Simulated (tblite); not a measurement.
# C7H9NOSi: the cost of one run

Programs: PySCF 2.14.0 with density-fitted response routines of our own, and tblite 0.8.0. All values are computed, except where a source is named. Atoms count from 0 throughout.

## 1. The molecule as given

19 atoms, charge 0, multiplicity 1; geometry from: MMFF94s geometry.

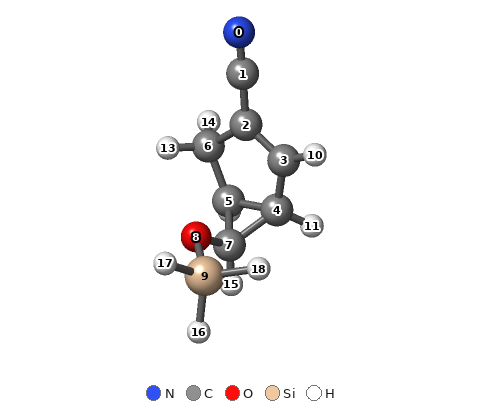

The starting geometry (nitrogen blue, carbon grey, oxygen red, silicon light orange, hydrogen white), atoms numbered.

## 2. GFN2-xTB relaxation, conformer 1

What the job is given:

```
{"job": {"xc": "GFN2-xTB", "basis": "xTB", "kind": "relax"}, "charge": 0, "multiplicity": 1}
N     -3.636400     1.578700     1.468800
C     -2.803800     1.098800     0.833600
C     -1.766000     0.495200     0.077200
C     -0.818200     1.166500    -0.610100
C      0.121700     0.269800    -1.301100
C     -0.373000    -1.129300    -0.990800
C     -1.584600    -0.985300    -0.094100
C      1.023100    -0.688200    -0.564400
O      1.205700    -0.503400     0.850500
Si     2.570800     0.289700     1.365100
H     -0.723100     2.235800    -0.635800
H      0.344000     0.510500    -2.338000
H     -0.482600    -1.849200    -1.773900
H     -1.413000    -1.483100     0.869500
H     -2.464500    -1.426900    -0.570700
H      1.829600    -1.146200    -1.118000
H      3.770800    -0.417000     0.842700
H      2.616200     0.311100     2.843100
H      2.573500     1.681600     0.838900
```

Launch:

```
> OMP_NUM_THREADS=1 python ens_run.py task.json out
```

One launch serves the whole session.

**Question.** How long does this first job take on 1 thread of Arm Neoverse N1, shared host?

About 2.3 s.
